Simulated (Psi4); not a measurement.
**BHOF2 (difluorohydroxyborane): B2PLYP/def2-SVPD (density fitting for correlation)**

What is the vertical ionisation energy of BHOF2 (difluorohydroxyborane) at B2PLYP/def2-SVPD (density fitting for correlation)? 

Program for the calculation: Psi4 1.11.

1 further run of the same task is left out (it didn't finish).

### 1 The molecule

BHOF2 has 5 atoms, charge 0, and is taken as a singlet. SMILES: `OB(F)F`. The coordinates come from a PBE0-D4/def2-TZVP relaxation.

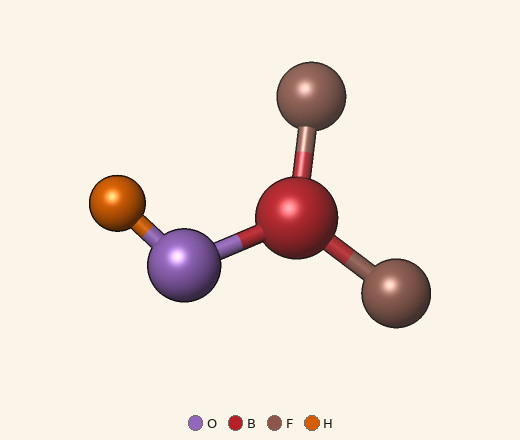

Viewed from a chosen angle; oxygen purple, boron red, fluorine brown, hydrogen orange.

### 2 The energy at B2PLYP/def2-SVPD (density fitting for correlation)

run.py

```python
import numpy as np
from ase.calculators.psi4 import Psi4
from ase import Atoms

mol = Atoms(['O', 'B', 'F', 'F', 'H'], positions=[
    [0.038630, 1.000750, 0.174310],
    [0.105760, -0.342460, 0.137210],
    [0.731030, -0.986880, 1.100700],
    [-0.439530, -1.051930, -0.843330],
    [-0.435890, 1.380520, -0.568880],
])
calc = Psi4(atoms=mol, method='b2plyp', basis='def2-SVPD', memory='2200MB', num_threads=1, charge=0, multiplicity=1, label='psi4-calc', reference='rks')
calc.psi4.set_options({'puream': True, 'e_convergence': 1e-09, 'd_convergence': 1e-08, 'scf_type': 'pk', 'dft_radial_points': 99, 'dft_spherical_points': 590, 'num_frozen_docc': 4})
mol.calc = calc

print(f'energy: {mol.get_potential_energy():.6f} eV')
```

Started as:

```sh
$ python run.py
```

psi4-calc.dat (excerpt; [...] marks lines left out):

```text
[...]
  Running in c1 symmetry.
[...]
  Nuclear repulsion =  112.725598717264262
[...]
  Multiplicity = 1
[...]
  Nalpha       = 16
  Nbeta        = 16
[...]
    Number of basis functions: 97
[...]
   @RKS iter   1:  -299.73982599991632   -5.55239e-01   6.87118e-03 ADIIS/DIIS
[...]
   @RKS iter  11:  -299.89269410067561   -1.19371e-12   1.92384e-09 DIIS
[...]
    Orbital Energies [Eh]
    ---------------------
    Doubly Occupied:
       1A    -25.392960     2A    -25.386507     3A    -19.784586
       4A     -7.261696     5A     -1.401144     6A     -1.370088
       7A     -1.197249     8A     -0.706858     9A     -0.676496
      10A     -0.644214    11A     -0.604895    12A     -0.568647
      13A     -0.544709    14A     -0.532582    15A     -0.490927
      16A     -0.463905
[...]
  @RKS Final Energy:  -299.89269410067561
   => Energetics <=
    Nuclear Repulsion Energy =            112.7255987172642619
    One-Electron Energy =                -639.4744289750057078
    Two-Electron Energy =                 243.1401818467454916
    DFT Exchange-Correlation Energy =     -16.2840456896795907
    Empirical Dispersion Energy =           0.0000000000000000
    VV10 Nonlocal Energy =                  0.0000000000000000
    Total Energy =                       -299.8926941006756124
[...]
 Multipole Moments:
 ------------------------------------------------------------------------------------
     Multipole            Electronic (a.u.)      Nuclear  (a.u.)        Total (a.u.)
 ------------------------------------------------------------------------------------
 L = 1.  Multiply by 2.5417464519 to convert [e a0] to [Debye]
 Dipole X            :          0.2415720           -0.5864318           -0.3448598
 Dipole Y            :         -2.3114835            2.8269837            0.5155002
 Dipole Z            :          0.1447094           -0.6583888           -0.5136793
 Magnitude           :                                                    0.8053168
[...]
```

Standard output:

```text
energy: -8166.326907 eV
```

It took 16 s on 1 thread of Intel Xeon Platinum 8259CL at 2.50GHz (Skylake/Cascade Lake), shared host; peak memory 1.1 GiB.

### 3 The doublet cation at the same level

job.json

```json
{
  "schema_name": "qcschema_input",
  "schema_version": 1,
  "molecule": {
    "schema_name": "qcschema_molecule",
    "schema_version": 2,
    "symbols": ["O", "B", "F", "F", "H"],
    "geometry": [0.07300012, 1.89114342, 0.32939816, 0.19985743, -0.64715561, 0.25928932, 1.38144649, -1.86493292, 2.08002155, -0.83059132, -1.9878596, -1.59366273, -0.82371272, 2.60880471, -1.0750274],
    "molecular_charge": 1,
    "molecular_multiplicity": 2,
    "fix_symmetry": "c1",
    "fix_com": true,
    "fix_orientation": true
  },
  "driver": "energy",
  "model": {
    "method": "b2plyp",
    "basis": "def2-SVPD"
  },
  "keywords": {
    "reference": "uks",
    "puream": true,
    "e_convergence": 1e-09,
    "d_convergence": 1e-08,
    "scf_type": "pk",
    "dft_radial_points": 99,
    "dft_spherical_points": 590,
    "num_frozen_docc": 4,
    "maxiter": 100
  }
}
```

Started as:

```sh
$ psi4 --qcschema job.json -n 1 --memory 2200MB
```

stdout (excerpt; [...] marks lines left out):

```text
[...]
  Running in c1 symmetry.
[...]
  Nuclear repulsion =  112.725598750141998
[...]
  Multiplicity = 2
[...]
  Nalpha       = 16
  Nbeta        = 15
[...]
    Number of basis functions: 97
[...]
   @UKS iter   1:  -299.31477749484657   -1.30191e-01   4.47995e-03 DIIS/ADIIS
[...]
   @UKS iter  15:  -299.39218109923735   -6.02540e-12   8.67317e-09 DIIS
[...]
   @S^2 Observed:                7.557722171E-01
[...]
    Orbital Energies [Eh]
    ---------------------
    Alpha Occupied:
       1A    -25.659623     2A    -25.653231     3A    -20.283845
       4A     -7.578904     5A     -1.691775     6A     -1.646921
       7A     -1.630776     8A     -1.119245     9A     -1.007928
      10A     -0.982014    11A     -0.932652    12A     -0.882342
      13A     -0.846231    14A     -0.821355    15A     -0.799655
      16A     -0.782451
    Alpha Virtual:
      17A     -0.217718    18A     -0.194141    19A     -0.136891
      20A     -0.088745    21A     -0.084520    22A     -0.048757
      23A     -0.035313    24A     -0.019100    25A     -0.011480
[...]
  @UKS Final Energy:  -299.39218109923735
   => Energetics <=
    Nuclear Repulsion Energy =            112.7255987501419980
    One-Electron Energy =                -629.2650927966485597
    Two-Electron Energy =                 233.2429880793757206
    DFT Exchange-Correlation Energy =     -16.0956751321065745
    Empirical Dispersion Energy =           0.0000000000000000
    VV10 Nonlocal Energy =                  0.0000000000000000
    Total Energy =                       -299.3921810992374049
[...]
 Multipole Moments:
 ------------------------------------------------------------------------------------
     Multipole            Electronic (a.u.)      Nuclear  (a.u.)        Total (a.u.)
 ------------------------------------------------------------------------------------
 L = 1.  Multiply by 2.5417464519 to convert [e a0] to [Debye]
 Dipole X            :         -6.0248131            5.7172719           -0.3075412
 Dipole Y            :         21.6751703          -20.1729587            1.5022117
 Dipole Z            :         -7.5768990            7.2338339           -0.3430651
 Magnitude           :                                                    1.5712782
[...]
```

The result, in JSON:

```text
{
 "driver": "energy",
 "model": {
  "method": "b2plyp",
  "basis": "def2-SVPD"
 },
 "success": true,
 "return_result": -299.5923637204614,
 "properties": {
  "calcinfo_nbasis": 97,
  "calcinfo_nmo": 97,
  "calcinfo_nalpha": 16,
  "calcinfo_nbeta": 15,
  "calcinfo_natom": 5,
  "nuclear_repulsion_energy": 112.725598750142,
  "return_energy": -299.5923637204614,
  "scf_one_electron_energy": -629.2650927966486,
  "scf_two_electron_energy": 233.24298807937572,
  "scf_xc_energy": -16.095675132106575,
  "scf_dipole_moment": [-0.3075411769027241, 1.502211678488539, -0.3430651185095268],
  "scf_total_energy": -299.39218109923735,
  "scf_iterations": 15
 }
}
```

It took 28 s on 1 thread of Intel Xeon Platinum 8259CL at 2.50GHz (Skylake/Cascade Lake), shared host; peak memory 1.1 GiB.

### 4 Summary of results

Level: B2PLYP/def2-SVPD (density fitting for correlation), 4 core orbitals frozen.

| quantity | value |
| --- | --- |
| singlet BHOF2: total energy | -300.10698 Eh |
| singlet BHOF2: HOMO energy (SCF part's orbitals) | -12.62 eV |
| singlet BHOF2: LUMO energy (SCF part's orbitals) | 0.45 eV |
| singlet BHOF2: HOMO–LUMO gap (SCF part's orbitals) | 13.07 eV |
| doublet cation: total energy | -299.59236 Eh |
| doublet cation: HOMO energy (SCF part's orbitals) (highest over α and β) | -21.16 eV |
| doublet cation: LUMO energy (SCF part's orbitals) (lowest over α and β) | -14.78 eV |
| doublet cation: ⟨S²⟩ | 0.756 |
| vertical ionisation energy (to the doublet cation) | 14.003 eV |

What this shows: Removing an electron at fixed nuclei costs 14.00 eV (1351 kJ/mol). −ε(HOMO) before ionisation, 12.62 eV, is 1.38 eV below this ionisation energy.
